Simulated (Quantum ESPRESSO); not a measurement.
# Voltage at the next charge: Ta(110), 4 layers, one monolayer of F on longbridge sites against an electrode

How the rows were computed: Quantum ESPRESSO 7.5, PBE, GBRV ultrasoft; ESM with bc3, a metal electrode 7.04 Å above the top atoms; cell area 7.747 Å²; ions fixed. V is the potential energy of an electron at the electrode over the slab's Fermi level, divided by e, so that it equals the work function at zero charge; positive charge removes electrons.

```
charge (e a cell)  V (V)
                0  5.156
           0.0116  7.019
           0.0232  8.885
```

**Question.** What is V at a charge of 0.0465 e, and what capacitance do the rows imply?

**Fit.** The last two rows give dV/dq = (8.885 − 7.019)/(0.0232 − 0.0116) = 160.9 V/e, so C = 1602/(7.747 × 160.9) = 1.29 µF/cm², an effective gap of 8.854/1.29 = 6.89 Å. At constant C, V = 8.885 + 160.9 × 0.0233 = 12.63 V.

**The withheld run.** V = 12.639 V; the estimate misses by −0.01 V, 0.2 % of the step. Over the three intervals C goes 1.29, 1.29 and 1.28 µF/cm².

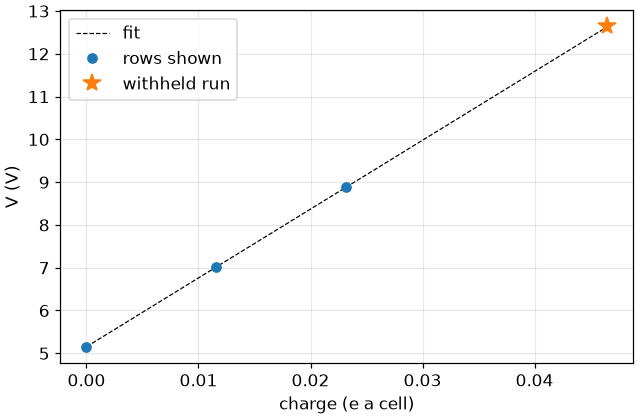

The rows shown, the fit and the withheld run.

**Limits.** Vacuum fills the gap; a dielectric or electrolyte would change C. The slab is thin.

[Logs are printed without paths, hosts, clocks, repeated set-up lines and the standing remarks that a program may print on its own settings, such as how far it seeks lower states.]
